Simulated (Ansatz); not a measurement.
## k-point convergence of GW for LiGeN (P6_3mc)

Aim: the G0W0 gap of LiGeN (P6_3mc) on a series of meshes, at fixed bands and cutoff.

Method: G0W0 on PBE, plane waves, PAW; PAW set soft_1, in Ansatz 0.2.0.

**1. The starting structure**

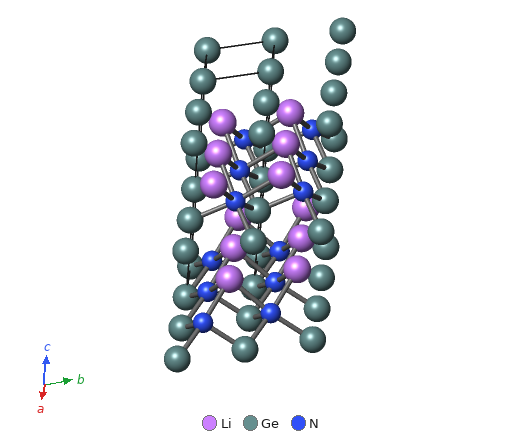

Start, viewed slightly off an axis; lithium purple, germanium teal, nitrogen blue. 3×2×1 cells are drawn. Bonds to atoms that aren't drawn are left out. Some periodic images of atoms are drawn too.

The cell and positions are those that the Materials Project relaxed with its own functionals (PBE, PBE+U or r2SCAN), kept fixed.

**2. The 6×6×2 mesh**

G0W0 replaces the xc potential by the self-energy, built once from these orbitals. Only a window of levels is corrected, while the sums run over the empty bands that the input names. This step takes PAW set soft_1 files.

File input.yaml:

```yaml
crystal:
  lattice:
    - [3.0124085355, 0.0, 0.0]
    - [-1.5062042677, 2.6088223183, 0.0]
    - [0.0, 0.0, 9.419459]
  atoms:
    - { symbol: Li, position: [0.66666667, 0.33333333, 0.743392] }
    - { symbol: Li, position: [0.33333333, 0.66666667, 0.243392] }
    - { symbol: Ge, position: [0.0, 0.0, 0.498023] }
    - { symbol: Ge, position: [0.0, 0.0, 0.998023] }
    - { symbol: "N", position: [0.33333333, 0.66666667, 0.603223] }
    - { symbol: "N", position: [0.66666667, 0.33333333, 0.103223] }
kpoints:
  mp_grid: { grid: [6, 6, 2] }
hamiltonian:
  xc: pbe
  pseudopotentials: { kind: paw, azcp: { folder: soft_1 } }
scf:
  occupations: { method: fixed }
gw:
  n_empty_bands: 168
  ecut_chi: 100
  qp_bands: [v2, c2]
  qp_kpoints: band_edges
  screening: { model: contour_deformation }
```

Command:

```console
> ansatz run input.yaml --threads 2 --pin off --max-ram 92160MiB --backend cuda --events-out ev --progress --plain --runs-dir out --devices 1 --max-vram 13GiB
```

Numbers of over 12 decimals in the logs are rounded to 6 here.

The program printed:

```text
GPUs: using 1 of 1 available (devices: 1).
Engine: ansatz 0.2.0, x86_64-unknown-linux-gnu
Pseudopotentials: kind: paw
Pseudopotential: Li, paw, valence charge 3, recommended cutoff 420 eV (normal), soft_1/Li.paw.azcp
Pseudopotential: Ge, paw, valence charge 14, recommended cutoff 420 eV (normal), soft_1/Ge.paw.azcp
Pseudopotential: N, paw, valence charge 5, recommended cutoff 420 eV (normal), soft_1/N.paw.azcp
Functional definition: PBE
  parameter kappa = 0.804
  parameter beta = 0.066725
  exchange = pbe_x(kappa = kappa, mu = beta*pi^2/3)
  correlation = pbe_c(beta = beta)
device memory: the entry about to start is reckoned to put 0.8 GiB on a device that reports 42.8 GiB free (of which the cap on the GPU budget leaves the run 13.0 GiB)
GPU FFT provider: cuFFT
GPU libraries: cuBLAS 13.8.2, cuFFT 12.4.0, cuSOLVER 12.3.4
Crystal: 6 atoms, lattice volume = 74.026 Å³
Basis set: ecut = 420 eV, 1399 PW (Γ)
Bands: 28, of which v1, the nominal top of the filled ones, is band 22 counted from 1 (21 counted from 0)
Symmetry: 12 space group operations
Space group: P63mc (ITA 186), of the structure as read, at distance tolerance 4.2e-5 Å
k-points: 14 of 72
Non-local potential: Li, projectors of the file, l = 0: 3, l = 1: 2, l = 2: 1
Non-local potential: Ge, projectors of the file, l = 0: 2, l = 1: 2, l = 2: 3, l = 3: 1
Non-local potential: N, projectors of the file, l = 0: 2, l = 1: 2, l = 2: 1
PAW form: soft (Blöchl's): semilocal exchange-correlation on the pseudo side does not see the compensation charge
PAW one-centre angular grid: Li, 110 points (default); XC on 96 Gauss nodes
PAW one-centre angular grid: Ge, 590 points (default); XC on 64 Gauss nodes
PAW one-centre angular grid: N, 110 points (default); XC on 64 Gauss nodes
Initial density: superposition of atomic densities (chi_scale 0.1, normalization cell, long waves kept (reshape's long-wave potential 0.12 eV rms))
Initial wavefunctions: pseudopotential atomic-orbital guess
GPU buffer pool allocated for 36864 grid points (all kernels)
GPU transforms: local potential and band sums: pruned to the plane-wave sphere, on 24×24×64
Functional: x = pbe(κ = 0.804, μ = 0.219515), c = pbe(β = 0.066725)
SCF iter   1: F=—  HF=-9769.977535 eV  |F-HF|=—  |Δ(HF+E_count)|=         —  Δρ=6.83e-2  dr2=3.07e0  ethr=3.10e-3  ⟨swp⟩=4.0  Hψ=1438  notcnv=0  defer=33
preconditioner: auto → Resta (q_TF=auto, 2.502 Å⁻¹)  ε∞=2.8  [insulator: Δε(μ)=1.650 eV  Ē_g=20.311 eV  n_scr=24 (ndim 8)  ℏωp=27.3 eV  f_vac=0.000  ε∞_Penn≈2.8]
SCF iter   2: F=—  HF=-9769.208222 eV  |F-HF|=—  |Δ(HF+E_count)|=   7.69e-1  Δρ=3.31e-2  dr2=5.44e-1  ethr=3.10e-3  ⟨swp⟩=2.0  Hψ=652  notcnv=0  defer=52
SCF iter   3: F=—  HF=-9769.110578 eV  |F-HF|=—  |Δ(HF+E_count)|=   9.76e-2  Δρ=1.42e-2  dr2=1.21e-1  ethr=1.24e-3  ⟨swp⟩=2.1  Hψ=482  notcnv=0  defer=55
SCF iter   4: F=—  HF=-9769.098555 eV  |F-HF|=—  |Δ(HF+E_count)|=   1.20e-2  Δρ=2.69e-3  dr2=4.21e-3  ethr=2.76e-4  ⟨swp⟩=2.9  Hψ=739  notcnv=0  defer=56
SCF iter   5: F=—  HF=-9769.100005 eV  |F-HF|=—  |Δ(HF+E_count)|=   1.45e-3  Δρ=1.05e-3  dr2=4.78e-4  ethr=9.58e-6  ⟨swp⟩=2.0  Hψ=672  notcnv=0  defer=56
SCF iter   6: F=—  HF=-9769.099685 eV  |F-HF|=—  |Δ(HF+E_count)|=   3.20e-4  Δρ=2.28e-4  dr2=2.36e-5  ethr=1.09e-6  ⟨swp⟩=2.0  Hψ=672  notcnv=0  defer=56
SCF iter   7: F=—  HF=-9769.099716 eV  |F-HF|=—  |Δ(HF+E_count)|=   3.14e-5  Δρ=5.86e-5  dr2=1.39e-6  ethr=5.37e-8  ⟨swp⟩=3.0  Hψ=650  notcnv=0  defer=28
SCF iter   8: F=-9769.099719 eV  HF=-9769.099719 eV  |F-HF|=4.58e-8  |Δ(HF+E_count)|=   2.17e-6  Δρ=7.52e-6  dr2=3.68e-8  ethr=2.27e-10  ⟨swp⟩=6.4  Hψ=1450  notcnv=0
SCF 1 converged in 8 iterations: F = -9769.099719 eV  dr2 = 3.68e-8
[...]
device memory: the entry about to start is reckoned to put 0.9 GiB on a device that reports 43.2 GiB free (of which the cap on the GPU budget leaves the run 13.0 GiB)
NSCF: frozen V_eff on 14 k-points, pencils in batches of 32, up to order 112
[...]
device memory: the entry about to start is reckoned to put 2.9 GiB on a device that reports 41.2 GiB free (of which the cap on the GPU budget leaves the run 13.0 GiB)
NSCF: frozen V_eff on 14 k-points
G₀W₀ screening: q 1/14
[... further progress lines ...]
SCF converged after 8 iterations
Free energy (F): -9769.099719 eV
Harris-Foulkes:  -9769.099719 eV  (|F-HF|=4.58e-8)
Internal energy: -9769.099719 eV  (E = F + TS)
E sigma→0 (E₀):  -9769.099719 eV
Fermi energy:    7.578000 eV
--- Per-component energies (eV) ---
  E_band       = -445.769552
  E_kinetic    = 474.852787
  E_local      = -5439.235389  (includes V_loc(G=0)·N_el)
  E_nonlocal   = 467.875296
  E_hartree    = 2507.323574
  E_xc         = -280.879534
  E_vxc        = -305.082537  (∫ρ·V_xc dr)
  E_paw        = -4331.039587  (= ΣΔE_a)
  E_vpaw       = -658.828167  (= ΣTr[D̂ρ^β])
  E_aug_tail   = 0.002326  (compensation charges beyond the density's cutoff)
  E_ewald      = -3167.999191
  E_smearing   = -0.000000  (= −TS)
  E_closure    = 0.000000  (closes the sum)
  Σ components = -9769.099719   (vs F -9769.099719, Δ=0.00e0)
--- Band table (eV; the first three rows and the last of 14) ---
  k-point 0: bands = [... 18 lower, 6.4820, 6.4833, 6.4833, 7.3003, 10.1465, 11.1052, 14.7704, 15.1786, ... 2 higher]
  k-point 1: bands = [... 18 lower, 6.4827, 6.4827, 6.4827, 6.4827, 10.7690, 10.7690, 14.9735, 14.9735, ... 2 higher]
  k-point 2: bands = [... 18 lower, 5.5700, 6.0101, 6.0361, 7.5131, 11.2091, 12.3259, 13.5923, 13.8388, ... 2 higher]
  k-point 13: bands = [... 18 lower, 4.4853, 4.4853, 6.8044, 6.8044, 10.0211, 10.0211, 12.0109, 12.0109, ... 2 higher]
--- G₀W₀: contour deformation, 7 samples at zero and on the imaginary axis and 1 off it, 72 q-points, 168 empty bands' worth ---
  eigenvalues of the whole cell's RPA ε∞ on this k-mesh (on a slab, of 1 + 4πα/V) = 5.7997, 8.5908, 8.5908; static W/v taken at q = 0 is 0.128761
  bands read: the sum over 190 bands ends inside a degenerate multiplet in 1 slot, whose members it reads at an even weight; the widest, k=1: bands 189 to 192 (counted from 1) at 2/4 each
  gw.qp_kpoints: band_edges: 12 of 14 stored k-points solved, in 1 pass; an edge of the gap read off the rows below is read off those points alone
    valence top: of the k-points left out ik 5 came nearest to being solved in a further pass, in band 21 (counted from 1, as in the quasiparticle table): it holds the edge there only if its correction is more favourable than any solved in that band by at least 0.599 eV; those differ by 0.383 eV
    conduction bottom: of the k-points left out ik 11 came nearest to being solved in a further pass, in band 24 (counted from 1, as in the quasiparticle table): it holds the edge there only if its correction is more favourable than any solved in that band by at least 1.213 eV; those differ by 0.473 eV
    ik  band        ε_KS         Σx   Σc(E_QP)       V_xc       Z   E_QP_lin       E_QP  E_QP is
     0    21      6.4833   -21.5983     3.0635   -18.3506  0.7386     6.2985     6.2991  root
     0    22      7.3003   -18.4841     2.5383   -15.6312  0.7360     6.9838     6.9857  root
     0    23     10.1465    -9.7921    -3.9598   -14.2555  0.7816    10.6534    10.6501  root
     0    24     11.1052   -10.2162    -4.4352   -15.3413  0.7727    11.8030    11.7951  root
     1    21      6.4827   -21.5990     3.0631   -18.3522  0.7385     6.2984     6.2990  root
     1    22      6.4827   -21.5990     3.0631   -18.3522  0.7385     6.2984     6.2990  root
     1    23     10.7690   -10.3579    -4.2004   -15.1913  0.7738    11.4082    11.4020  root
     1    24     10.7690   -10.3579    -4.2004   -15.1913  0.7738    11.4082    11.4020  root
     2    21      6.0361   -21.3489     3.1562   -17.9581  0.7355     5.8006     5.8016  root
     2    22      7.5131   -18.3964     2.4355   -15.6437  0.7404     7.1942     7.1959  root
     2    23     11.2091    -9.3902    -4.1495   -14.0854  0.7705    11.7599    11.7548  root
     2    24     12.3259   -10.4621    -4.6831   -15.9093  0.7552    13.1030    13.0900  root
     3    21      6.4928   -17.2444     2.6850   -14.1088  0.7290     6.0360     6.0423  root
     3    22      6.4928   -17.2444     2.6850   -14.1088  0.7290     6.0360     6.0423  root
[...]
12    24     10.0510    -8.6119    -3.5743   -12.4876  0.7720    10.3538    10.3524  root
    13    21      6.8044   -15.8717     1.6060   -13.7431  0.7565     6.2765     6.2818  root
    13    22      6.8044   -15.8717     1.6060   -13.7431  0.7565     6.2765     6.2818  root
    13    23     10.0211    -8.6289    -3.5593   -12.4793  0.7725    10.3134    10.3121  root
    13    24     10.0211    -8.6289    -3.5593   -12.4793  0.7725    10.3134    10.3121  root
```

Run time: 22 s. Hardware: 1 × NVIDIA H100 80GB HBM3 (shared by 6 runs) with 2 threads of AMD EPYC 7R13 (Zen 3), shared host; peak memory 1.2 GiB; 32 s of CPU time.

Reading the cycles: dr2 is the Hartree energy of the density residual (eV), the measure of convergence; HF is the Harris–Foulkes estimate of the energy, which meets the free energy F at convergence.

This step gave:

| Property | Result |
| --- | --- |
| bands summed | 190 |
| RPA ε∞ on this mesh (eigenvalues) | 5.800, 8.591, 8.591 |
| plane waves in the screening matrix | 177 |
| q-points in the mesh | 72 |
| G0W0 gap on the mesh | 2.069 eV |
| k of the valence top | 0.1667, 0.1667, 0 |
| k of the conduction bottom | 0, -0.5, 0 |
| starting gap on the mesh | 1.467 eV |
| Z at the valence top | 0.7442 |
| Z at the conduction bottom | 0.7758 |
| least direct G0W0 gap on the computed points | 3.244 eV |

The gap on the mesh goes from 1.47 eV to 2.07 eV, a correction of +0.60 eV. Between the two edge states, bare exchange in place of the xc potential would open the gap by 6.01 eV, and correlation takes back 5.41 eV.

**3. The 9×9×2 mesh**

Only the mesh changes. It samples the long-range screening, which converges on its own terms.

input.yaml: that of step 2 with these lines changed.

```diff
@@ -13,3 +13,3 @@
 kpoints:
-  mp_grid: { grid: [6, 6, 2] }
+  mp_grid: { grid: [9, 9, 2] }
 hamiltonian:
```

The program printed:

```text
GPUs: using 1 of 1 available (devices: 1).
[...]
GPU FFT provider: cuFFT
GPU libraries: cuBLAS 13.8.2, cuFFT 12.4.0, cuSOLVER 12.3.4
Crystal: 6 atoms, lattice volume = 74.026 Å³
Basis set: ecut = 420 eV, 1399 PW (Γ)
Bands: 28, of which v1, the nominal top of the filled ones, is band 22 counted from 1 (21 counted from 0)
[... 1 set-up line as in the run before ...]
[...]
k-points: 24 of 162
[...]
GPU buffer pool allocated for 36864 grid points (all kernels)
[...]
SCF iter   1: F=—  HF=-9769.984082 eV  |F-HF|=—  |Δ(HF+E_count)|=         —  Δρ=6.81e-2  dr2=3.05e0  ethr=3.10e-3  ⟨swp⟩=4.0  Hψ=2492  notcnv=0  defer=49
[...]
SCF iter   8: F=-9769.111292 eV  HF=-9769.111292 eV  |F-HF|=4.54e-8  |Δ(HF+E_count)|=   2.15e-6  Δρ=7.42e-6  dr2=3.66e-8  ethr=2.27e-10  ⟨swp⟩=6.5  Hψ=2479  notcnv=0
SCF 1 converged in 8 iterations: F = -9769.111292 eV  dr2 = 3.66e-8
[...]
0    21      6.4778   -21.5386     3.0101   -18.3504  0.7397     6.2991     6.2996  root
     0    22      7.2968   -18.4918     2.5428   -15.6327  0.7357     6.9786     6.9805  root
     0    23     10.1446    -9.8543    -3.8984   -14.2553  0.7829    10.6506    10.6473  root
     0    24     11.1033   -10.2876    -4.3649   -15.3413  0.7748    11.7997    11.7920  root
     1    21      6.4772   -21.5383     3.0088   -18.3519  0.7397     6.2992     6.2997  root
     1    22      6.4772   -21.5383     3.0088   -18.3519  0.7397     6.2992     6.2997  root
     1    23     10.7670   -10.4248    -4.1344   -15.1909  0.7755    11.4048    11.3987  root
     1    24     10.7670   -10.4248    -4.1344   -15.1909  0.7755    11.4048    11.3987  root
[...]
23    21      6.8036   -15.8204     1.5555   -13.7442  0.7572     6.2777     6.2829  root
    23    22      6.8036   -15.8204     1.5555   -13.7442  0.7572     6.2777     6.2829  root
    23    23     10.0202    -8.6797    -3.5089   -12.4798  0.7734    10.3125    10.3113  root
    23    24     10.0202    -8.6797    -3.5089   -12.4798  0.7734    10.3125    10.3113  root
[key lines of the parts left out:]
SCF converged after 8 iterations
Free energy (F): -9769.111292 eV
Fermi energy:    7.574081 eV
```

It took 22 s on 1 × NVIDIA H100 80GB HBM3 (shared by 6 runs) with 2 threads; peak memory 1.3 GiB; 33 s of CPU time.

Numbers from this step:

```
bands summed                                 : 190
RPA ε∞ on this mesh (eigenvalues)            : 5.788, 8.303, 8.303
plane waves in the screening matrix          : 177
q-points in the mesh                         : 162
G0W0 gap on the mesh                         : 2.239 eV
k of the valence top                         : 0, 0.2222, 0
k of the conduction bottom                   : 0, 0.4444, 0
starting gap on the mesh                     : 1.627 eV
Z at the valence top                         : 0.7419
Z at the conduction bottom                   : 0.7778
least direct G0W0 gap on the computed points : 3.173 eV
```

Against the run with 6×6×2 mesh, 168 empty bands, screening to 100 eV, PAW set soft_1 files, the gap moves by +0.17 eV, while the start moved by +0.16 eV. A band edge is found at another k point on this mesh.

**4. The 12×12×4 mesh**

input.yaml: that of step 3 with these lines changed.

```diff
@@ -13,3 +13,3 @@
 kpoints:
-  mp_grid: { grid: [9, 9, 2] }
+  mp_grid: { grid: [12, 12, 4] }
 hamiltonian:
```

The program printed:

```text
GPUs: using 1 of 1 available (devices: 1).
[...]
GPU FFT provider: cuFFT
GPU libraries: cuBLAS 13.8.2, cuFFT 12.4.0, cuSOLVER 12.3.4
Crystal: 6 atoms, lattice volume = 74.026 Å³
Basis set: ecut = 420 eV, 1399 PW (Γ)
Bands: 28, of which v1, the nominal top of the filled ones, is band 22 counted from 1 (21 counted from 0)
[... 1 set-up line as in the run before ...]
[...]
k-points: 57 of 576 (time reversal used)
[...]
2    24     10.7663   -10.4354    -4.1230   -15.1907  0.7760    11.4047    11.3987  root
[...]
56    21      6.8033   -15.8078     1.5425   -13.7446  0.7575     6.2775     6.2826  root
    56    22      6.8033   -15.8078     1.5425   -13.7446  0.7575     6.2775     6.2826  root
    56    23     10.0198    -8.6911    -3.4966   -12.4801  0.7738    10.3134    10.3122  root
    56    24     10.0198    -8.6911    -3.4966   -12.4801  0.7738    10.3134    10.3122  root
[key lines of the parts left out:]
SCF converged after 8 iterations
Free energy (F): -9769.112640 eV
Fermi energy:    7.582823 eV
```

Elapsed: 2.1 min, on 1 × NVIDIA H100 80GB HBM3 (shared by 6 runs) with 2 threads; peak memory 1.8 GiB; 3.6 min of CPU time.

This step gave:

| Property | Result |
| --- | --- |
| bands summed | 190 |
| RPA ε∞ on this mesh (eigenvalues) | 5.681, 8.268, 8.268 |
| plane waves in the screening matrix | 177 |
| G0W0 gap on the mesh | 2.058 eV |
| k of the valence top | 0, 0.25, 0 |
| k of the conduction bottom | 0, -0.5, 0 |
| starting gap on the mesh | 1.461 eV |
| least direct G0W0 gap on the computed points | 3.197 eV |

Against the run with 9×9×2 mesh, 168 empty bands, screening to 100 eV, PAW set soft_1 files, the gap moves by −0.18 eV, while the start moved by −0.17 eV. A band edge is found at another k point on this mesh.

**5. The meshes together**

Times are wall times on 1 × NVIDIA H100 80GB HBM3 (shared by 6 runs) with 2 threads of AMD EPYC 7R13 (Zen 3), shared host, good to a factor of about two.

```csv
mesh,points,irreducible,start (eV),G0W0 (eV),shift (eV),RPA ε∞ (mean),time
6×6×2,72,14,1.467,2.069,+0.602,7.66,22 s
9×9×2,162,24,1.627,2.239,+0.612,7.46,22 s
12×12×4,576,57,1.461,2.058,+0.597,7.41,2.1 min
```

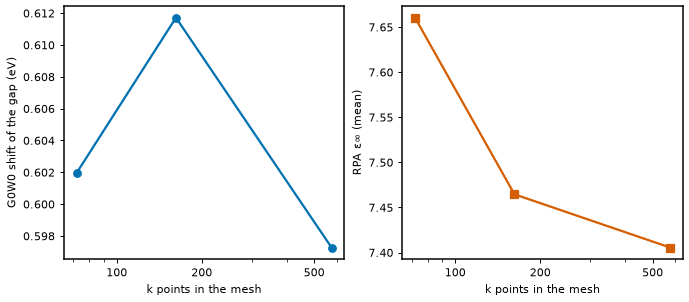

Shift and screening against the mesh.

**6. Outcome**

- 6×6×2: 2.069 eV (shift +0.602)
- 9×9×2: 2.239 eV (shift +0.612)
- 12×12×4: 2.058 eV (shift +0.597)
- settings: PBE start, 168 empty bands, 100 eV

The shift is +0.60 eV on 6×6×2 and +0.60 eV on 12×12×4. On 12×12×4 the edges lie at (0.000, 0.250, 0.000) and (0.000, 0.500, 0.000), on 9×9×2 at (0.000, 0.222, 0.000) and (0.000, 0.444, 0.000), so these two shifts belong to different pairs of states. The RPA ε∞ (mean) ranges from 7.41 to 7.66 and ends at 7.41. The starting gap changes too, by 0.17 eV, since the meshes hold different points and converge the density differently. From 72 to 576 points the time grows 5.7-fold. Bands and cutoff are modest here, so the values stand off the basis limit. The many-body steps are scalar-relativistic: spin-orbit coupling is not in them.

[Paths, hosts, dates, memory and timing lines, banners, echoed tables and standing remarks are left out of the program output.]

[Logs are printed without paths, hosts, clocks, repeated set-up lines and the standing remarks that a program may print on its own settings, such as how far it seeks lower states.]

[Runs of the session that timed out or met a known fault of the program may be left out.]

[Cells called generated may have been cut or substituted from an entry of the Crystallography Open Database or the Materials Project.]

[Hosts, paths, dates, database ids (printed as entryN), source tags and the programs' standing remarks are cut or masked in the printed files.]
